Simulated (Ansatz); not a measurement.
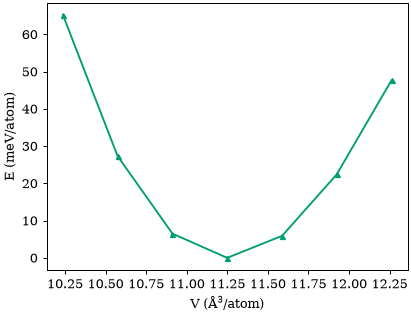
*AlCo (CsCl type, Pm-3m) under volume change, the program Ansatz at the r²SCAN level (PAW), scaled uniformly.*

Question: What does a third-order Birch–Murnaghan fit give for V₀, B₀ and B′?

Answer: V₀ = 11.24 Å³/atom, B₀ = 194 GPa, B′ = 4.5.

Symmetry was held in the r²SCAN relaxation. Spin order of the final state: ferromagnetic, the only order run, not a proven ground state. The cell computed holds one magnetic atom, so no antiferromagnetic order was within reach. Other orbital occupations within this spin state were not tried.

Potentials: the earlier of the program's two PAW sets.
